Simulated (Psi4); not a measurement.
# PBE0/cc-pVDZ run of C2H6B− (SMILES [BH3-]C=C)

What is the vertical ionisation energy of C2H6B− at PBE0/cc-pVDZ? 

The results are computed with Psi4 1.11.

**1. Starting point**

C2H6B−: 9 atoms, total charge -1, spin state singlet. As SMILES, `[BH3-]C=C`. Geometry: relaxed at GFN2-xTB.

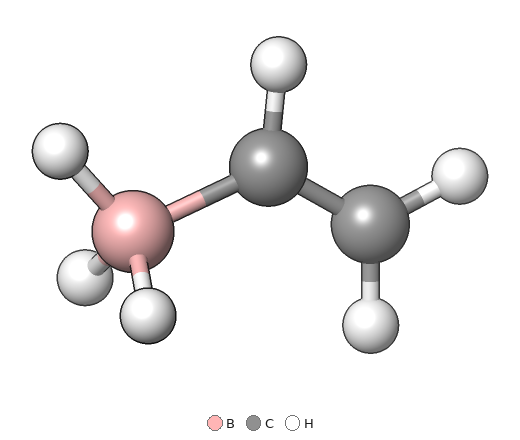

The structure, seen from a chosen angle (boron pink, carbon grey, hydrogen white).

**2. Energy and gradient at PBE0/cc-pVDZ**

Contents of calc.dat:

```
memory 1600 MB

molecule {
  -1 1
  B     -0.629450     0.770260    -0.695580
  C      0.561290    -0.121590    -0.051130
  C      0.475920    -0.957440     0.973350
  H     -1.515350     0.037540    -1.123250
  H     -0.196360     1.453510    -1.621580
  H     -1.107230     1.511780     0.156690
  H      1.558120    -0.038670    -0.502980
  H     -0.460650    -1.116340     1.494340
  H      1.313720    -1.539040     1.370140
  symmetry c1
}

set {
  basis                cc-pVDZ
  puream               true
  e_convergence        1e-09
  d_convergence        1e-08
  scf_type             pk
  dft_radial_points    99
  dft_spherical_points 590
}

e = gradient("pbe0")
```

Started as:

```bash
$ psi4 -i calc.dat -o calc.out -n 1
```

calc.out:

```text
[...]
  Running in c1 symmetry.
[...]
  Nuclear repulsion =   62.573911424317970
[...]
  Multiplicity = 1
[...]
  Nalpha       = 12
  Nbeta        = 12
[...]
    Number of basis functions: 72
[...]
   @RKS iter   1:  -104.13331560934023   -3.81948e-01   1.02734e-02 DIIS/ADIIS
[...]
   @RKS iter  11:  -104.51295588164598   -3.41061e-12   3.23365e-09 DIIS
[...]
    Orbital Energies [Eh]
    ---------------------
    Doubly Occupied:
       1A    -10.022531     2A    -10.013101     3A     -6.486015
       4A     -0.572603     5A     -0.385929     6A     -0.288282
       7A     -0.249197     8A     -0.190097     9A     -0.112623
      10A     -0.085033    11A     -0.067806    12A     -0.042976
[...]
  @RKS Final Energy:  -104.51295588164598
   => Energetics <=
    Nuclear Repulsion Energy =             62.5739114243179699
    One-Electron Energy =                -267.8029845335053096
    Two-Electron Energy =                 113.7806586803038016
    DFT Exchange-Correlation Energy =     -13.0645414527624428
    Empirical Dispersion Energy =           0.0000000000000000
    VV10 Nonlocal Energy =                  0.0000000000000000
    Total Energy =                       -104.5129558816459792
[...]
 Multipole Moments:
 ------------------------------------------------------------------------------------
     Multipole            Electronic (a.u.)      Nuclear  (a.u.)        Total (a.u.)
 ------------------------------------------------------------------------------------
 L = 1.  Multiply by 2.5417464519 to convert [e a0] to [Debye]
 Dipole X            :          1.4870638           -0.3628823            1.1241815
 Dipole Y            :         -1.1466485            0.0278860           -1.1187625
 Dipole Z            :          0.8471142            0.0890295            0.9361437
 Magnitude           :                                                    1.8416782
[...]
  -Total Gradient:
     Atom            X                  Y                   Z
    ------   -----------------  -----------------  -----------------
       1       -0.008007370641     0.003087080116    -0.001173686433
       2        0.006629508947    -0.013710378868     0.014190911306
       3       -0.006513979095     0.012381129565    -0.012710051040
       4        0.006823191487     0.004692670736     0.003104869454
       5       -0.001844619770    -0.004735958445     0.006030705616
       6        0.004101723775    -0.005273986184    -0.005730370605
       7       -0.006646331374     0.000646872501     0.001644861243
       8        0.010817536588     0.000720227998    -0.004728121197
       9       -0.005359225935     0.002191477489    -0.000628396974
[...]
```

It took 21 s on 1 thread of Intel Xeon Platinum 8488C (Sapphire Rapids), shared host; peak memory 0.81 GiB.

**3. Doublet neutral C2H6B: the energy at UPBE0/cc-pVDZ**

Contents of c2h6b.xyz:

```xyz
9
C2H6B
B     -0.629450     0.770260    -0.695580
C      0.561290    -0.121590    -0.051130
C      0.475920    -0.957440     0.973350
H     -1.515350     0.037540    -1.123250
H     -0.196360     1.453510    -1.621580
H     -1.107230     1.511780     0.156690
H      1.558120    -0.038670    -0.502980
H     -0.460650    -1.116340     1.494340
H      1.313720    -1.539040     1.370140
```

Contents of c2h6b.py:

```python
import psi4

psi4.set_memory(1600000000)
psi4.set_num_threads(1)
psi4.set_output_file('c2h6b.out', False)

with open('c2h6b.xyz') as f:
    atoms = ''.join(f.readlines()[2:])
geom = psi4.geometry('0 2\n' + atoms + 'symmetry c1')

options = {'basis': 'cc-pVDZ', 'reference': 'uks', 'puream': True, 'e_convergence': 1e-09, 'd_convergence': 1e-08, 'scf_type': 'pk', 'dft_radial_points': 99, 'dft_spherical_points': 590, 'maxiter': 200}
psi4.set_options(options)

e_tot, wfn = psi4.energy("pbe0", molecule=geom, return_wfn=True)
psi4.oeprop(wfn, "LOWDIN_CHARGES", "DIPOLE", "WIBERG_LOWDIN_INDICES", title="PBE0")
print(f'total energy {e_tot:.8f} hartree = {e_tot * 27.211386:.5f} eV')
```

Started as:

```bash
$ python c2h6b.py
```

c2h6b.out:

```text
[...]
  Running in c1 symmetry.
[...]
  Nuclear repulsion =   62.573911424317970
[...]
  Multiplicity = 2
[...]
  Nalpha       = 12
  Nbeta        = 11
[...]
    Number of basis functions: 72
[...]
   @UKS iter   1:  -104.19401532514838   -4.42648e-01   7.43816e-03 ADIIS/DIIS
[...]
   @UKS iter  15:  -104.39060121123163   -1.56319e-12   4.51706e-09 DIIS
[...]
   @S^2 Observed:                7.637453723E-01
[...]
    Orbital Energies [Eh]
    ---------------------
    Alpha Occupied:
       1A    -10.294599     2A    -10.268412     3A     -6.731838
       4A     -0.839250     5A     -0.628452     6A     -0.538587
       7A     -0.495345     8A     -0.435016     9A     -0.379630
      10A     -0.325706    11A     -0.317601    12A     -0.298245
    Alpha Virtual:
      13A     -0.028632    14A      0.070153    15A      0.100910
      16A      0.125065    17A      0.153072    18A      0.176679
      19A      0.183730    20A      0.204875    21A      0.264542
      22A      0.290092    23A      0.361532    24A      0.398168
      25A      0.424596    26A      0.466202    27A      0.474641
[...]
  @UKS Final Energy:  -104.39060121123163
   => Energetics <=
    Nuclear Repulsion Energy =             62.5739114243179699
    One-Electron Energy =                -262.0988678591961616
    Two-Electron Energy =                 107.9729012176198779
    DFT Exchange-Correlation Energy =     -12.8385459939733053
    Empirical Dispersion Energy =           0.0000000000000000
    VV10 Nonlocal Energy =                  0.0000000000000000
    Total Energy =                       -104.3906012112316262
[...]
 Multipole Moments:
 ------------------------------------------------------------------------------------
     Multipole            Electronic (a.u.)      Nuclear  (a.u.)        Total (a.u.)
 ------------------------------------------------------------------------------------
 L = 1.  Multiply by 2.5417464519 to convert [e a0] to [Debye]
 Dipole X            :          0.9266100           -0.3628823            0.5637277
 Dipole Y            :         -0.9023486            0.0278860           -0.8744626
 Dipole Z            :          0.7316857            0.0890295            0.8207153
 Magnitude           :                                                    1.3251594
[...]
```

On the terminal:

```text
total energy -104.39060121 hartree = -2840.61294 eV
```

It took 30 s on 1 thread of Intel Xeon Platinum 8488C (Sapphire Rapids), shared host; peak memory 0.81 GiB.

**4. Outcome**

At PBE0/cc-pVDZ:

| quantity | value |
| --- | --- |
| singlet C2H6B−: total energy | -104.51296 Eh |
| singlet C2H6B−: HOMO energy | -1.17 eV |
| singlet C2H6B−: LUMO energy | 6.05 eV |
| singlet C2H6B−: HOMO–LUMO gap (to an unbound level, set by the basis) | 7.22 eV |
| singlet C2H6B−: largest force on an atom | 1.070 eV/Å |
| doublet neutral C2H6B: total energy | -104.39060 Eh |
| doublet neutral C2H6B: dipole moment | 3.37 D |
| doublet neutral C2H6B: HOMO energy (highest over α and β) | -7.90 eV |
| doublet neutral C2H6B: LUMO energy (lowest over α and β) | -5.49 eV |
| doublet neutral C2H6B: ⟨S²⟩ | 0.764 |
| vertical detachment energy (to the doublet neutral) | 3.329 eV |

The vertical ionisation energy comes to 3.33 eV (321 kJ/mol). The largest force (singlet C2H6B−) is 1.07 eV/Å: the shape isn't a stationary point for this species at this level. −ε(HOMO) before ionisation, 1.17 eV, is 2.16 eV below this ionisation energy.
